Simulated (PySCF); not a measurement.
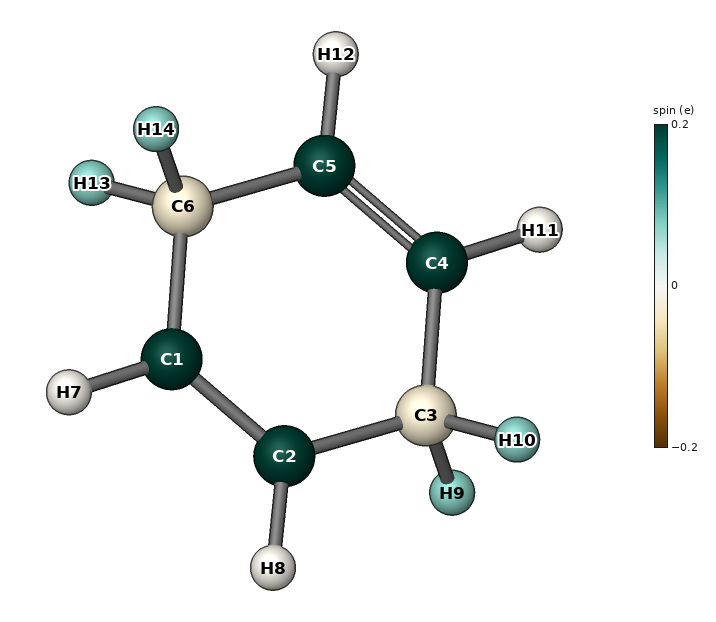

Atoms are coloured by their Mulliken spin populations. Charge +1, doublet. The computed structure is the end point of a GFN2-xTB optimisation. No frequency run is at hand to confirm it as a minimum. Properties computed with UKS B3LYP, pcH-1 on C H, non-relativistic (PySCF 2.14.0).

Which atom carries the largest spin population?

Answer. C1, C2, C4, C5 (0.20 e).

Which atom has the lowest spin population?

Answer. C3, C6 (−0.03 e); a negative value comes from spin polarisation.

Give the Mulliken spin populations atom by atom.

```csv
atom,value (e)
C1,0.20
C2,0.20
C3,−0.03
C4,0.20
C5,0.20
C6,−0.03
H7,−0.01
H8,−0.01
H9,0.08
H10,0.08
H11,−0.01
H12,−0.01
H13,0.08
H14,0.08
```

Mulliken values depend strongly on the basis set.
